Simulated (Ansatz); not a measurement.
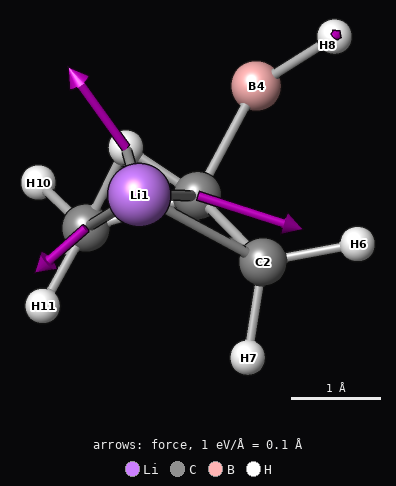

Starting geometry of C$_{3}$H$_{6}$BLi with the computed forces as purple arrows. A ball-and-stick model, seen from a free direction.

The run prepares an end point of a later path (hydrogen shift) calculation, from a guessed geometry.

Computed with UKS BLYP-D4/def2-SVP in Ansatz. Settings: collinear spin; force threshold 0.02 eV/Å; at most 50 steps.

> What follows when this structure is relaxed?

It isn't relaxed: the largest force vector, on a C atom, is 12.68 eV/Å. The final displacements have little in common with the starting forces (cosine between the two patterns −0.01). Over 31 accepted moves (35 points after the start) the energy falls by 6.643 eV. The largest force component goes from 8.6 to 0.0079 eV/Å. The line search rejected the trial steps at points 15, 23, 30, 31 of the run. An H atom moves most after the best rigid fit: 1.81 Å. Largest moves by element: H 1.81 Å, Li 1.23 Å, B 0.85 Å, C 0.36 Å. Near-neighbour distances that change, for instance: B–H 1.762 → 3.605 Å, C–H 0.973 → 2.198 Å, B–Li 3.325 → 2.247 Å, H–Li 2.765 → 1.692 Å. Bonds break: C–H (0.97 → 2.20 Å). Bond angles that change, for instance: Li–C–H 130.3° → 58.1°, C–C–H 45.1° → 113.5°, Li–C–H 108.2° → 160.8°. The run took 2.2 min on 2 threads of Arm Neoverse V1, with other jobs on the host, peak memory 0.24 GiB.
